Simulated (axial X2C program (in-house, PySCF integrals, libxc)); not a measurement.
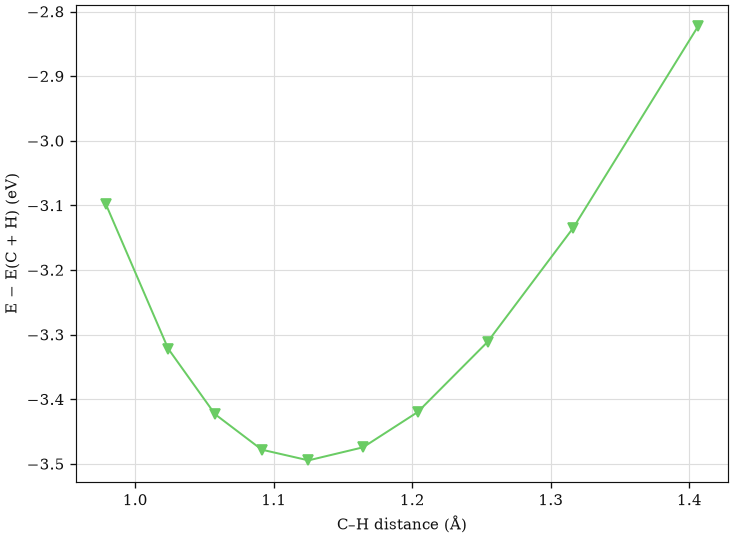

**Figure 1.** Energy at 10 bond lengths, for one set of occupations held fixed; the line joins the points. A polynomial of degree 6 through 9 points gives rₑ = 1.125 Å, ωₑ = 2847 cm⁻¹, ωₑxₑ = 57 cm⁻¹ and Bₑ = 14.33 cm⁻¹. The minimum lies 3.49 eV below C + H, each computed as one determinant at the same level.

Run report: CH, relativistic diatomic calculation

System: CH, single determinant with Ω = 1/2.
Method: PBE0, two-component X2C with atomic mean-field Coulomb and Gaunt terms, C dyall-v3z, H dyall-v3z (cores contracted) (axial X2C program (in-house, PySCF integrals, libxc)).

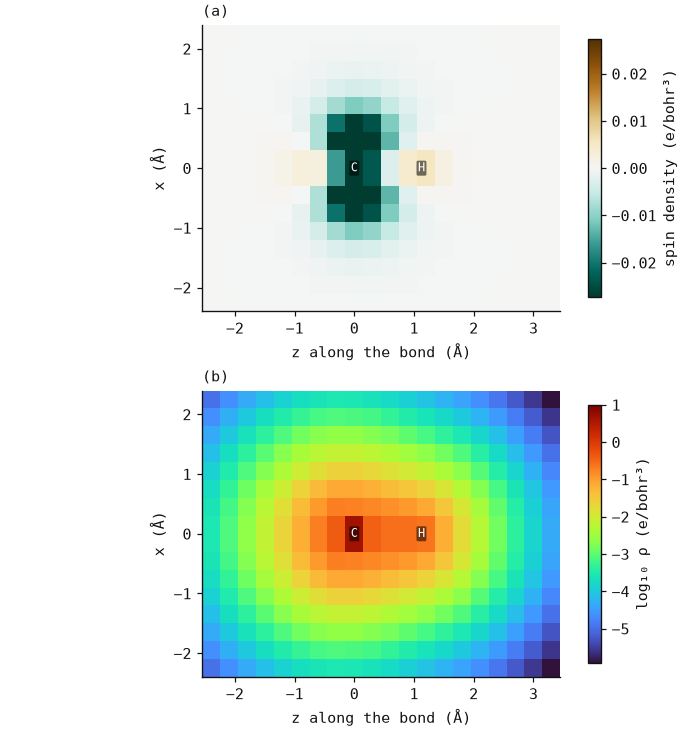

**Figure 2.** (a) spin density; (b) electron density on a logarithmic scale, in a plane that holds the axis, at 1.12 Å, on points 0.3 Å apart (one half computed, the other mirrored); the structure near the nuclei is finer than these points.

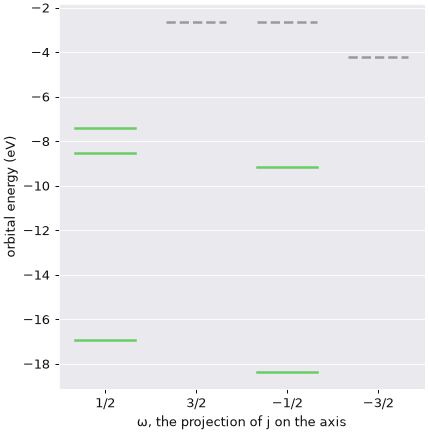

**Figure 3.** Orbital energies near the frontier at 1.12 Å, filled (solid) and empty (dashed). The highest filled spinor (1/2; 92 % C p, 6 % H p) lies at −7.39 eV, the lowest empty one (−3/2; 92 % C p, 6 % H p) at −4.20 eV.

These pictures come from the run below.

**Input**
```
{"zs": [6, 1], "q": 0, "bas": ["dyall-v3z", "dyall-v3z"], "levels": ["PBE0", "HF", "BHandHLYP"], "cc": true, "r0": 1.07, "thr": -2.0, "nmax": 90, "npts": 10, "nst": 2, "ntry": 6}
```

The line is the task of a batch: nuclear charges, charge, bases, the levels to run, a first guess of the distance and further settings. This report covers PBE0 with spin-orbit coupling. The log is that of the reference distance 1.125 Å, started from orbitals converged before.

Launched within a batch (the task file carries these settings):
```bash
python <driver script> task.json out
```

**Log**
```
two-component X2C + atomic mean field  PBE0
basis functions 59  fitting functions 351  grid points 4343
iter        total energy     max residual
   1        -38.450889809     5.92e-05
   2        -38.450889838     3.64e-05
   3        -38.450889849     1.11e-05
   4        -38.450889850     1.75e-06
converged
one-electron -56.64636146  Coulomb 20.92775896  exact exchange -1.34834577  xc functional -4.20474975  nuclear repulsion 2.82227846  atomic mean-field constant -0.00147030
```

**The points of the curve**

| R (Å) | E (hartree) | dipole (D; origin at the first atom, positive when the second is positive) | highest filled (eV) | lowest empty (eV) |
| --- | --- | --- | --- | --- |
| 0.979 | −38.436330 | 1.73 | −7.39 | −4.20 |
| 1.024 | −38.444536 | 1.67 | −7.38 | −4.20 |
| 1.058 | −38.448262 | 1.61 | −7.38 | −4.20 |
| 1.091 | −38.450282 | 1.56 | −7.38 | −4.20 |
| 1.125 | −38.450890 | 1.50 | −7.39 | −4.20 |
| 1.164 | −38.450148 | 1.43 | −7.40 | −4.21 |
| 1.204 | −38.448145 | 1.35 | −7.41 | −4.21 |
| 1.254 | −38.444143 | 1.25 | −7.43 | −4.23 |
| 1.316 | −38.437659 | 1.12 | −7.46 | −4.25 |
| 1.406 | −38.426210 | 0.93 | −7.52 | −4.30 |

**Key numbers**

```
                 quantity                                                                 value
                  outcome                                                             converged
           bond length rₑ                                                               1.125 Å
                       ωₑ                                                             2847 cm⁻¹
    energy at the minimum                                                     −38.45089 hartree
depth below the fragments                                                               3.49 eV
                 hardware  1 thread of Arm Neoverse V2, 24 GiB of memory available, shared host
                wall time                                                                 0.8 s
              peak memory                                                              0.23 GiB
```
